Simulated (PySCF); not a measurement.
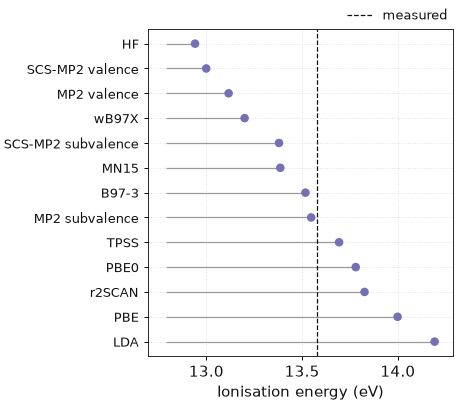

The ionisation energy of Ti⁺ ([Ar] 3d² 4s → [Ar] 3d²) across levels of theory. PySCF, x2c-TZVPPall plus 1 diffuse shell for each l, spin-free X2C-1e, unrestricted single determinants, no spin-orbit coupling. Methods marked “valence” freeze 18 core electrons; methods marked “subvalence” freeze 10 core electrons.

> Which methods come out highest, lowest and best?

The values run from 12.94 eV (HF) to 14.19 eV (LDA). The measured value is 13.58 eV; nearest to it come MP2 subvalence (−0.03) and B97-3 (−0.06), furthest HF (−0.63 eV).

| Method | Ionisation energy (eV) |
| --- | --- |
| HF | 12.94 |
| LDA | 14.19 |
| PBE | 14.00 |
| PBE0 | 13.78 |
| r2SCAN | 13.83 |
| wB97X | 13.20 |
| TPSS | 13.69 |
| B97-3 | 13.52 |
| MN15 | 13.39 |
| MP2 valence | 13.12 |
| SCS-MP2 valence | 13.00 |
| MP2 subvalence | 13.55 |
| SCS-MP2 subvalence | 13.38 |
